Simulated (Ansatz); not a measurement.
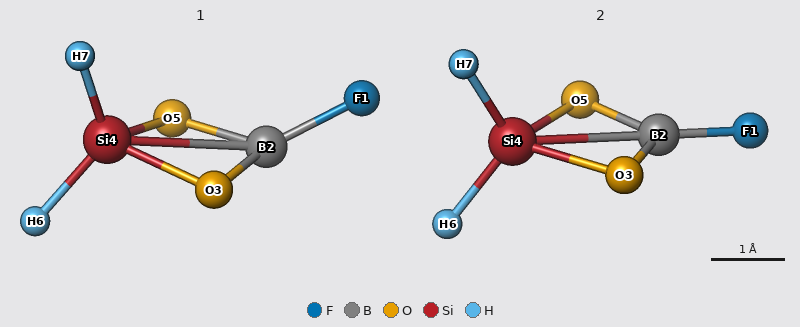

Two geometries of BSiH₂O₂F (coarse preliminary run), drawn at one scale. One is the start of a relaxation, the other its converged end. The picture is a ball-and-stick view, seen at a tilt.

Theory: RKS PBE-D4/def2-SVP (Ansatz). Settings: force threshold 0.03 eV/Å; at most 200 steps.

Which one is relaxed?

Structure 2 is the relaxed one. The start comes from a force field. The largest move after the best rigid fit is that of F1, 0.52 Å. Largest moves by element: F 0.52 Å, O 0.30 Å, H 0.25 Å, B 0.24 Å, Si 0.09 Å. Among the contacts that change: B2–Si4 2.333 → 2.108 Å, F1–B2 1.484 → 1.323 Å, B2–O3 1.496 → 1.402 Å, Si4–H7 1.427 → 1.494 Å. Among the angles between lasting bonds that change: F1–B2–Si4 145.9° → 180.0°, O3–B2–O5 90.8° → 109.0°, B2–O3–Si4 94.2° → 84.1°. Over 6 geometry steps the energy falls by 2.030 eV. Largest force component: 4 eV/Å at the start, 0.01 eV/Å at the end. The run took 9.5 s on 2 threads of Arm Neoverse V2 (shared host).
